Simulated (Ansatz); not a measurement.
## Ge$_{2}$H$_{7}$F: geometry relaxation (part 2 of 2)

Continued. System: Ge$_{2}$H$_{7}$F. Method: RKS B3LYP/def2-mTZVP (Ansatz 0.2.0). The input holds or restrains some coordinates. It belongs to a series of runs on one base structure; here: pulled along the bonds that form and break, towards end B.

Geometry of the input (Å):
```
Ge 0.0000  0.0000  0.0000
F  0.0000  0.0000  2.0300
H  1.4616  0.0000  -0.5162
H  -0.7300  1.2648  -0.5162
Ge -1.1304  -1.9584  -0.7992
H  -1.8281  -2.6730  0.3861
H  -2.1918  -1.5497  -1.8522
H  -0.1029  -2.9200  -1.4487
H  0.6884  -1.6150  0.5833
H  0.5159  -1.2105  1.5287
```

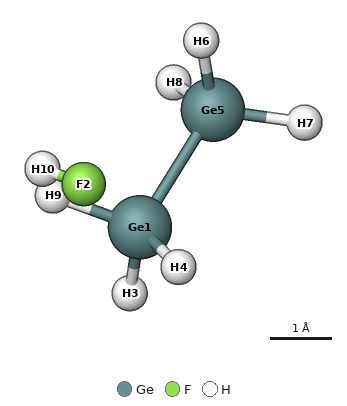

The geometry at step 9 of the log (ball-and-stick view, seen at a tilt; atoms are numbered from 1 in the order of the input).

Trajectory as extended XYZ, continued:
```
10
Properties=species:S:1:pos:R:3:forces:R:3 step=2 energy=-115867.60312
Ge    0.0222   -0.0595   -0.1306    0.0872   0.0555  -0.2636
F     0.0241   -0.0585    2.1497    0.5010  -1.3979  -1.6432
H     1.4707    0.0044   -0.5211    0.5278   0.5461  -0.5690
H    -0.7282    1.2671   -0.5079    0.1075   0.1802   1.1104
Ge   -1.1426   -1.9671   -0.8089   -1.0102  -0.5822  -1.0784
H    -1.8273   -2.6721    0.3847    0.1185   0.1793  -0.0902
H    -2.1942   -1.5517   -1.8543   -0.3404  -0.3035  -0.2142
H    -0.1034   -2.9187   -1.4476   -0.0705   0.0745   0.0908
H     0.6901   -1.6083    0.4492    0.3047   0.1951   3.0621
H     0.4713   -1.0973    1.6824   -0.2256   1.0528  -0.4048
10
Properties=species:S:1:pos:R:3:forces:R:3 step=3 energy=-115867.85420
Ge    0.0493   -0.1213   -0.2719   -0.0518   0.4343  -0.6405
F     0.0558   -0.1342    2.2673    0.5621  -1.4982  -0.7558
H     1.4874    0.0141   -0.5379    1.1716   0.6420  -1.1325
H    -0.7248    1.2655   -0.4878    0.3308  -0.3597   1.3029
Ge   -1.1587   -1.9799   -0.8294   -1.1161  -0.9039  -1.5040
H    -1.8252   -2.6684    0.3835    0.1404   0.2481  -0.0595
H    -2.2034   -1.5575   -1.8604   -0.6137  -0.4252  -0.3673
H    -0.1042   -2.9191   -1.4473   -0.0896  -0.0985   0.0174
H     0.6852   -1.5836    0.3516    0.1522   0.4969   2.4037
H     0.4214   -0.9775    1.8277   -0.4860   1.4642   0.7356
10
Properties=species:S:1:pos:R:3:forces:R:3 step=4 energy=-115868.38119
Ge    0.0922   -0.1801   -0.4161   -0.0334   0.9689  -0.3056
F     0.0695   -0.1726    2.3994   -1.3701   2.9718   1.9127
H     1.5452    0.0483   -0.6174    0.8719   0.5305  -1.2598
H    -0.7024    1.2335   -0.4132    0.5379  -0.8211   1.0737
Ge   -1.2013   -2.0151   -0.9025   -0.6951  -0.7720  -1.0655
H    -1.8169   -2.6511    0.3756    0.1562   0.3263  -0.2074
H    -2.2543   -1.5865   -1.8949   -0.7570  -0.4365  -0.5340
H    -0.1092   -2.9367   -1.4551   -0.1545  -0.3563  -0.1613
H     0.6711   -1.5045    0.3182    0.0618   0.5098   2.1342
H     0.3888   -0.8970    2.0016    1.3822  -2.9213  -1.5870
10
Properties=species:S:1:pos:R:3:forces:R:3 step=5 energy=-115869.47572
Ge    0.1293   -0.2010   -0.4204    0.9149   0.0203  -0.4435
F     0.0295   -0.0949    2.4673   -0.1189   0.1477   0.4216
H     1.6091    0.1056   -0.7923   -0.4147   0.1512  -0.8466
H    -0.6365    1.1381   -0.2599    0.2131  -0.2288   0.8212
Ge   -1.2409   -2.0402   -1.0076   -0.2621  -0.0677  -0.6504
H    -1.7996   -2.6078    0.3280    0.0361   0.2148  -0.2478
H    -2.3598   -1.6603   -1.9808   -0.2298  -0.4189  -0.2307
H    -0.1437   -2.9935   -1.5037   -0.2525  -0.3245  -0.2344
H     0.6880   -1.4187    0.4182    0.0275   0.5471   1.5215
H     0.4073   -0.8890    2.1468    0.0864  -0.0412  -0.1109
10
Properties=species:S:1:pos:R:3:forces:R:3 step=6 energy=-115870.13613
Ge    0.1905   -0.2318   -0.4082    0.2610  -0.0789  -0.3465
F    -0.0145   -0.0406    2.4777    0.1845  -0.4375   0.3856
H     1.5773    0.1299   -0.9832   -0.2647   0.0470  -0.5829
H    -0.5744    1.0813   -0.0996    0.2647  -0.3103   0.4668
Ge   -1.2491   -2.0387   -1.0941    0.0970   0.0423  -0.1108
H    -1.7937   -2.5633    0.2639   -0.0251   0.1099  -0.2155
H    -2.4071   -1.7339   -2.0440   -0.0962  -0.1912  -0.2270
H    -0.2046   -3.0623   -1.5747   -0.2447  -0.2147  -0.2320
H     0.7367   -1.3384    0.5467    0.0945   0.4461   0.8128
H     0.4216   -0.8640    2.3110   -0.2710   0.5873   0.0494
10
Properties=species:S:1:pos:R:3:forces:R:3 step=7 energy=-115870.51217
Ge    0.2302   -0.2632   -0.3733    0.3142  -0.1204  -0.5466
F    -0.0368    0.0173    2.5080   -0.0677  -0.0245   0.5319
H     1.5107    0.1336   -1.1664   -0.3839  -0.0562  -0.1708
H    -0.5076    1.0165    0.0646    0.1768  -0.2033   0.1884
Ge   -1.2394   -2.0382   -1.1471    0.1222  -0.0503   0.0501
H    -1.8039   -2.5434    0.2037   -0.0837  -0.0159  -0.1096
H    -2.4108   -1.7777   -2.1035    0.0330   0.0130  -0.1182
H    -0.2812   -3.1370   -1.6587   -0.1725  -0.0320  -0.1244
H     0.8359   -1.2576    0.6578    0.1010   0.3258   0.2924
H     0.3856   -0.8121    2.4104   -0.0392   0.1639   0.0069
10
Properties=species:S:1:pos:R:3:forces:R:3 step=8 energy=-115870.69848
Ge    0.2562   -0.3282   -0.3274    0.3011   0.0822  -0.6079
F    -0.1250    0.0543    2.5279   -0.1736   0.0878   0.5750
H     1.3814    0.1038   -1.3061   -0.1805  -0.0837  -0.0116
H    -0.4463    0.9389    0.1795    0.0672  -0.1275   0.0282
Ge   -1.2278   -2.0601   -1.1506   -0.0309  -0.1543   0.1006
H    -1.8616   -2.6023    0.1511   -0.1007  -0.0553  -0.0954
H    -2.3505   -1.6949   -2.1394    0.0856   0.0460  -0.0032
H    -0.3445   -3.1895   -1.7269   -0.0943   0.0350  -0.0611
H     0.9969   -1.1748    0.7429    0.0758   0.1700   0.0557
H     0.4039   -0.7088    2.4447    0.0504  -0.0001   0.0197
10
Properties=species:S:1:pos:R:3:forces:R:3 step=9 energy=-115870.78221
Ge    0.2919   -0.3440   -0.3125    0.2153   0.0160  -0.5441
F    -0.2452   -0.0230    2.5218   -0.2148   0.0334   0.5477
H     1.3091    0.0687   -1.4058   -0.0749  -0.0620   0.0083
H    -0.4024    0.9255    0.1912    0.0246  -0.0569  -0.0204
Ge   -1.2205   -2.0817   -1.1093   -0.0594  -0.0742   0.1208
H    -1.9389   -2.6611    0.1296   -0.0321  -0.0079  -0.0694
H    -2.2862   -1.6096   -2.1188    0.0745   0.0305   0.0200
H    -0.3893   -3.2191   -1.7397   -0.0309   0.0347  -0.0278
H     1.1441   -1.0447    0.7804    0.0492   0.0771  -0.0656
H     0.4201   -0.6727    2.4587    0.0483   0.0094   0.0304
10
Properties=species:S:1:pos:R:3:forces:R:3 step=10 energy=-115870.82545
Ge    0.3284   -0.3317   -0.3138    0.1308  -0.0312  -0.5178
F    -0.3752   -0.1717    2.4929   -0.2084  -0.0363   0.4692
H     1.2651    0.0213   -1.4955   -0.0132  -0.0234   0.0500
H    -0.3551    0.9544    0.1586    0.0126  -0.0083  -0.0181
Ge   -1.2097   -2.0819   -1.0476   -0.0404  -0.0065   0.0867
H    -1.9725   -2.6749    0.1540   -0.0035   0.0120  -0.0240
H    -2.2355   -1.5468   -2.0665    0.0345   0.0111   0.0138
H    -0.4050   -3.2183   -1.7111   -0.0050   0.0184  -0.0067
H     1.2449   -0.9208    0.7902    0.0779   0.0284  -0.0942
H     0.3972   -0.6915    2.4346    0.0145   0.0359   0.0411
10
Properties=species:S:1:pos:R:3:forces:R:3 step=11 energy=-115870.84896
Ge    0.3594   -0.3131   -0.3302    0.1202   0.0293  -0.4484
F    -0.4867   -0.3279    2.4372   -0.4166   0.0372   0.4264
H     1.2786    0.0201   -1.5290   -0.0105  -0.0115   0.0162
H    -0.3253    0.9799    0.1284    0.0295  -0.0124  -0.0163
Ge   -1.1996   -2.0677   -0.9962   -0.0200  -0.0248   0.0361
H    -1.9579   -2.6329    0.2187   -0.0023   0.0110  -0.0088
H    -2.2220   -1.5272   -2.0145    0.0125   0.0153   0.0116
H    -0.4211   -3.2201   -1.6635    0.0004   0.0147   0.0083
H     1.3084   -0.8449    0.7757    0.0613   0.0098  -0.0553
H     0.3489   -0.7281    2.3689    0.2255  -0.0686   0.0302
10
Properties=species:S:1:pos:R:3:forces:R:3 step=12 energy=-115870.83075 accepted=F
Ge    0.3711   -0.3083   -0.3401    0.0920  -0.0165  -0.3769
F    -0.5821   -0.4947    2.3987    1.7691  -0.3527   0.2903
H     1.2805    0.0079   -1.5472    0.0203   0.0084  -0.0238
H    -0.2954    0.9972    0.1108    0.0049   0.0010   0.0083
Ge   -1.2002   -2.0642   -0.9706   -0.0203   0.0229   0.0307
H    -1.9656   -2.6173    0.2438    0.0120   0.0145  -0.0105
H    -2.2120   -1.5041   -1.9896    0.0051  -0.0100   0.0012
H    -0.4259   -3.2174   -1.6399   -0.0062   0.0024   0.0025
H     1.3323   -0.8161    0.7668    0.0679   0.0237  -0.0075
H     0.3802   -0.6448    2.3628   -1.9448   0.3064   0.0856
10
Properties=species:S:1:pos:R:3:forces:R:3 step=13 energy=-115870.86126
Ge    0.3648   -0.3123   -0.3342    0.1228   0.0085  -0.4178
F    -0.5339   -0.4093    2.4199    0.2061  -0.1817   0.3596
H     1.2787    0.0134   -1.5381   -0.0044  -0.0065   0.0021
H    -0.3094    0.9870    0.1212    0.0113   0.0011  -0.0031
Ge   -1.2012   -2.0673   -0.9826   -0.0067   0.0045   0.0225
H    -1.9650   -2.6276    0.2298    0.0038   0.0096  -0.0046
H    -2.2156   -1.5148   -2.0025    0.0057   0.0037   0.0073
H    -0.4231   -3.2178   -1.6534   -0.0065   0.0072   0.0107
H     1.3234   -0.8283    0.7715    0.0583   0.0122  -0.0355
H     0.3641   -0.6848    2.3641   -0.3902   0.1413   0.0588
10
Properties=species:S:1:pos:R:3:forces:R:3 step=14 energy=-115870.86829
Ge    0.3801   -0.2989   -0.3437    0.1233   0.0285  -0.3996
F    -0.5834   -0.4866    2.3802   -0.1268  -0.0784   0.3619
H     1.2866    0.0150   -1.5557   -0.0012  -0.0022   0.0023
H    -0.2858    1.0052    0.1114    0.0064   0.0041  -0.0069
Ge   -1.1941   -2.0562   -0.9545   -0.0173  -0.0050  -0.0057
H    -1.9468   -2.6022    0.2701    0.0008   0.0088  -0.0014
H    -2.2143   -1.5094   -1.9718    0.0016  -0.0005   0.0079
H    -0.4245   -3.2139   -1.6227   -0.0057   0.0048   0.0095
H     1.3440   -0.8003    0.7638    0.0661   0.0081  -0.0174
H     0.3209   -0.7145    2.3185   -0.0471   0.0318   0.0493
10
Properties=species:S:1:pos:R:3:forces:R:3 step=15 energy=-115870.87189
Ge    0.3964   -0.2846   -0.3478    0.1183   0.0325  -0.4483
F    -0.6254   -0.6239    2.3369   -0.3811  -0.0273   0.3583
H     1.3013   -0.0042   -1.5698    0.0017   0.0183   0.0101
H    -0.2735    1.0317    0.0656   -0.0008   0.0200   0.0209
Ge   -1.1924   -2.0402   -0.9317   -0.0008  -0.0260   0.0482
H    -1.9385   -2.5641    0.3055   -0.0056   0.0010  -0.0064
H    -2.2191   -1.5039   -1.9479    0.0174   0.0183   0.0000
H    -0.4333   -3.2106   -1.5879   -0.0006  -0.0041  -0.0048
H     1.3697   -0.7305    0.7753    0.0411  -0.0166  -0.0213
H     0.2975   -0.7315    2.2973    0.2102  -0.0161   0.0432
```

Key numbers:

| quantity | value |
| --- | --- |
| outcome | converged under the restraints of the input |
| total energy | −115870.8722 eV |
| mean-field energy | −115870.8722 eV |
| largest force (length of the vector) at the end, held atoms and coordinates included | 0.524 eV/Å |
| wall time | 30 s (CPU time 1.8 min) |
| peak memory | 0.28 GiB |
